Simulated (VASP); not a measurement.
Energy against volume of Cu2O (cuprite). Level of theory: PW91 GGA, VASP's PBE PAW potentials (set 64) (plane waves; VASP).

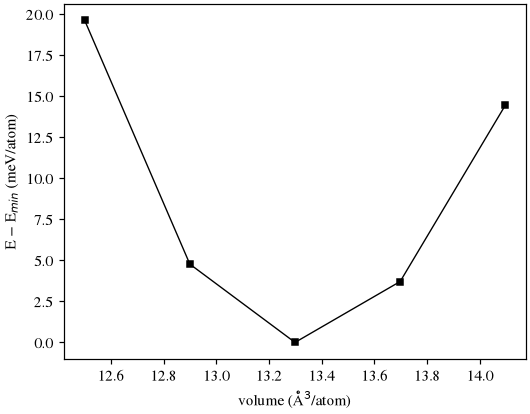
Figure: Energy against volume

### Question
Estimate the equilibrium volume and the bulk modulus.

### Answer
The minimum lies near 13.3 Å³/atom, and the curvature gives B0 of about 110 GPa.

Measured: a 4.276 Å at 15 K (computed value off by +0.7 %), as given by Leila H. N. Rimmer et al., Physical Review B (2014), arXiv:1402.1026. The calculation is for a static lattice, while the measured a holds thermal and zero-point effects, which are part of the difference.

The compound is Cu2O in the cuprite structure. It was relaxed first.
